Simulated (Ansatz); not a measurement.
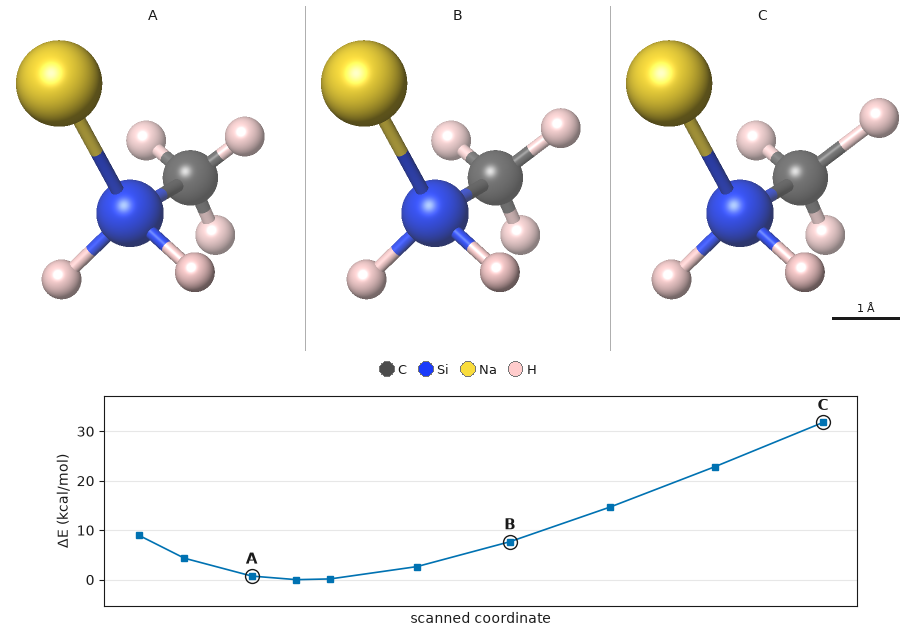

Frames of a one-coordinate scan of CH5NaSi. Style: ball-and-stick. Shown from a free direction.

Level of theory: PBE-D4 (def2-TZVPP, Ansatz), on geometries moved rigidly from the minimum at PBE0-D4/def2-TZVP. Energies are counted from the PBE0-D4/def2-TZVP minimum geometry at the same level.

Question: Which coordinate changes from frame to frame?

Answer: One C–H bond length is varied, with the rest of the molecule carried along rigidly. In the frames the distance is 1.056 Å (A), 1.270 Å (B), 1.530 Å (C). Of the computed points the lowest is at the distance 1.093 Å, 0.0 kcal/mol. The end points stand at 9.0 kcal/mol (0.962 Å) and 31.8 kcal/mol (1.530 Å). The curvature at the lowest point is about 33 eV/Å² (5.3 mdyn/Å). The well is steeper on the short side, as for any bond.
